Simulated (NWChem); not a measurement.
# UCAM-QTP-01/6-31G(d)/LANL2DZ (core potential, spherical functions) run of InNH4 (SMILES [NH2][InH2])

Aim: the vertical electron affinity of InNH4 at UCAM-QTP-01/6-31G*/LANL2DZ (core potential, spherical functions), from 2 runs. 

Program for the calculation: NWChem 7.3.0.

2 further runs of the same task are left out: 1 that didn't finish, 1 set aside as unsound or not needed.

### Step 1. The molecule

InNH4 has 6 atoms, charge 0, and is taken as a singlet. SMILES: `[NH2][InH2]`. The shape is that of a PBE0-D4/def2-TZVP optimisation.

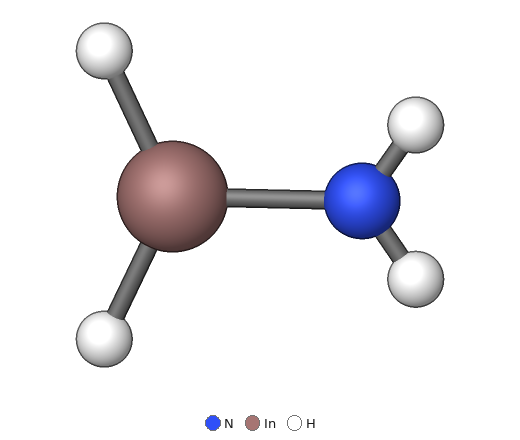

The structure, seen from a chosen angle (nitrogen blue, indium brown, hydrogen white).

### Step 2. Energy and gradient at UCAM-QTP-01/6-31G(d)/LANL2DZ (core potential, spherical functions)

The input, h4inn.nw:

```
start h4inn
memory total 2200 mb

geometry units angstrom noautoz
  N    -0.092200   -1.060500    0.036600
  In    0.095300    0.935900   -0.048300
  H    -0.598000   -1.552900    0.753400
  H     0.311900   -1.697300   -0.629300
  H     1.012500    1.520500   -1.370700
  H    -0.687400    1.790300    1.212100
end

basis spherical bse
  * library 6-31G* except In
  In library LANL2DZ
end

ecp bse
  In library LANL2DZ
end

dft
  xc xcamb88 1.00 lyp 0.80 vwn_5 0.2 hfexch 1.00
  cam 0.31 cam_alpha 0.23 cam_beta 0.77
  odft
  grid fine
  convergence energy 1e-06
  direct
  iterations 200
end

task dft gradient
```

Command:

```console
$ nwchem h4inn.nw > h4inn.out
```

What it wrote:

```text
[...]
 Group name             C2v
[...]
          Wavefunction type:  spin polarized.
          No. of atoms     :     6
          No. of electrons :    14
[...]
          Charge           :     0
          Spin multiplicity:     1
[...]
          AO basis - number of functions:    30
[...]
              XC Information
              --------------
                     Hartree-Fock (Exact) Exchange  1.000
                   CAM-Becke88 Exchange Functional  1.000
                      VWN V Correlation Functional  0.200 local
              Lee-Yang-Parr Correlation Functional  0.800
[...]
 d= 0,ls=0.0,diis     1    -58.8833951847 -7.82D+01  1.01D-02  8.59D-02     0.2
[...]
 d= 0,ls=0.0,diis     7    -58.9294287451 -9.03D-08  2.53D-06  2.57D-09     1.0
[...]
         Total DFT energy =      -58.929428745107
      One electron energy =     -117.819415691418
           Coulomb energy =       48.493549823589
    Exchange-Corr. energy =       -8.954237684157
 Nuclear repulsion energy =       19.350674806880
[...]
      <S2> =     -0.0000 (Exact =     0.0000)
[...]
  wavefunction    = open shell
[...]
                         DFT ENERGY GRADIENTS
    atom               coordinates                        gradient
                 x          y          z           x          y          z
   1 N       0.000000   0.000000  -3.233566    0.000000   0.000000  -0.020854
   2 In      0.000000   0.000000   0.559080    0.000000   0.000000   0.022776
   3 H       0.000000  -1.569903  -4.305893    0.000000   0.000944   0.001982
   4 H       0.000000   1.569903  -4.305893    0.000000  -0.000944   0.001982
   5 H       0.000000   2.932625   1.925920    0.000000  -0.002515  -0.002942
   6 H       0.000000  -2.932625   1.925920   -0.000000   0.002515  -0.002942
[...]
```

Run time: 1.8 s. Hardware: 1 thread of AMD EPYC 9R45 (Zen 5), shared host; peak memory 0.11 GiB.

### Step 3. The doublet anion at the same level

The input, h4inn.xyz:

```xyz
6

N     -0.092200    -1.060500     0.036600
In     0.095300     0.935900    -0.048300
H     -0.598000    -1.552900     0.753400
H      0.311900    -1.697300    -0.629300
H      1.012500     1.520500    -1.370700
H     -0.687400     1.790300     1.212100
```

The input, h4inn.nw:

```
start h4inn
memory total 2200 mb
charge -1
geometry units angstrom noautosym nocenter noautoz
load h4inn.xyz
end
basis spherical bse
* library 6-31G* except In
In library LANL2DZ
end
ecp bse
In library LANL2DZ
end
dft
xc xcamb88 1.00 lyp 0.80 vwn_5 0.2 hfexch 1.00
cam 0.31 cam_alpha 0.23 cam_beta 0.77
mult 2
grid fine
convergence energy 1e-06
direct
maxiter 150
print low
end
task dft gradient
```

Command:

```console
$ nwchem h4inn.nw > h4inn.out
```

What it wrote:

```text
[...]
 d= 0,ls=0.0,diis     1    -58.7731360645 -7.81D+01  1.77D-02  2.35D-01     0.5
[...]
 d= 0,ls=0.0,diis     9    -58.8999712492 -5.10D-08  1.62D-06  1.33D-09     3.1
[...]
         Total DFT energy =      -58.899971249213
      One electron energy =     -120.550601314391
           Coulomb energy =       51.445749632660
    Exchange-Corr. energy =       -9.145771212653
 Nuclear repulsion energy =       19.350651645170
[...]
      <S2> =      0.7537 (Exact =     0.7500)
[...]
                         DFT ENERGY GRADIENTS
    atom               coordinates                        gradient
                 x          y          z           x          y          z
   1 N      -0.174233  -2.004054   0.069164    0.000797   0.007926  -0.000249
   2 In      0.180091   1.768595  -0.091274   -0.000201  -0.001327   0.000051
   3 H      -1.130056  -2.934555   1.423720   -0.000059   0.002010   0.000225
   4 H       0.589406  -3.207432  -1.189205    0.000398   0.001894  -0.000472
   5 H       1.913348   2.873328  -2.590247   -0.004532  -0.004601   0.006397
   6 H      -1.298998   3.383176   2.290537    0.003596  -0.005901  -0.005953
 Task  times  cpu:        3.7s     wall:        3.7s
 Total times  cpu:        3.7s     wall:        3.7s
```

It took 4.5 s on 1 thread of AMD EPYC 9R45 (Zen 5), shared host; peak memory 0.12 GiB.

### Step 4. What came out

At UCAM-QTP-01/6-31G*/LANL2DZ (core potential, spherical functions):

```
                                         quantity         value
                      singlet InNH4: total energy  -58.92943 Eh
                     singlet InNH4: dipole moment        0.44 D
                       singlet InNH4: HOMO energy      -9.25 eV
                       singlet InNH4: LUMO energy       0.72 eV
                     singlet InNH4: HOMO–LUMO gap       9.97 eV
          singlet InNH4: largest force on an atom    1.171 eV/Å
                      doublet anion: total energy  -58.89997 Eh
                              doublet anion: ⟨S²⟩         0.754
          doublet anion: largest force on an atom    0.469 eV/Å
vertical electron affinity (to the doublet anion)     -0.802 eV
```

**Reading.** The anion lies 0.80 eV (18.5 kcal/mol) above the neutral: the electron isn't bound at this level, and such a value depends on the basis. Without diffuse functions anions come out too high. The largest force (singlet InNH4) is 1.17 eV/Å: the shape isn't a stationary point for this species at this level.
